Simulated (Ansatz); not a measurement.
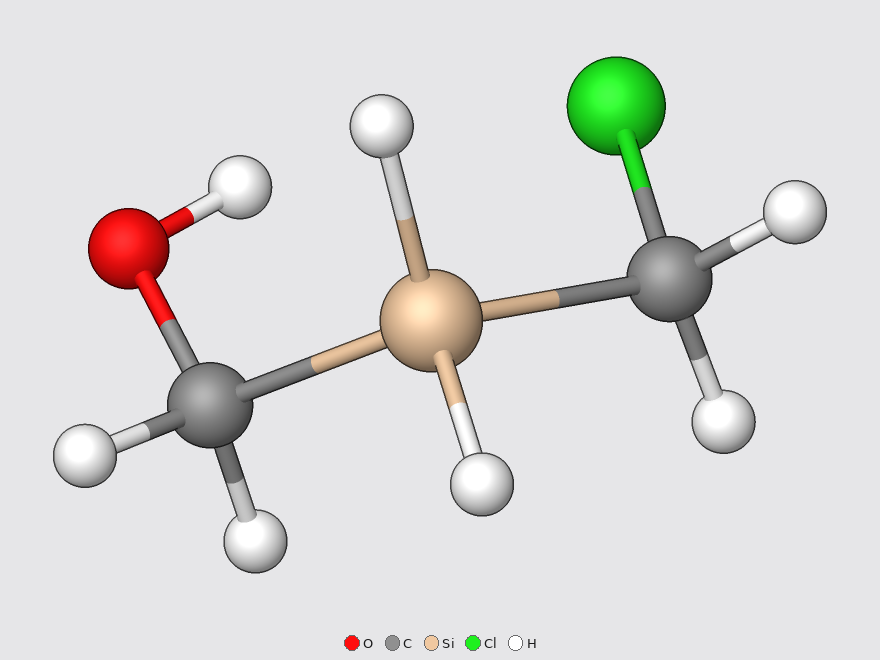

Harmonic vibrations computed with RKS PBE0-D4/def2-TZVP (Ansatz 0.2.0) at a stationary point of the same level.

Is this a minimum or a saddle point?

A minimum: no imaginary frequency, and the lowest mode lies at 66 cm⁻¹.

How many vibrational modes are there, and where do they lie?

30 modes: 66, 115, 156, 202, 282, 393, 517, 596, 616, 661, 770, 793, 816, 884, 928, 1082, 1127, 1180, 1199, 1291, 1402, 1432, 1463, 2202, 2240, 2983, 3080, 3090, 3153, 3817 cm⁻¹.
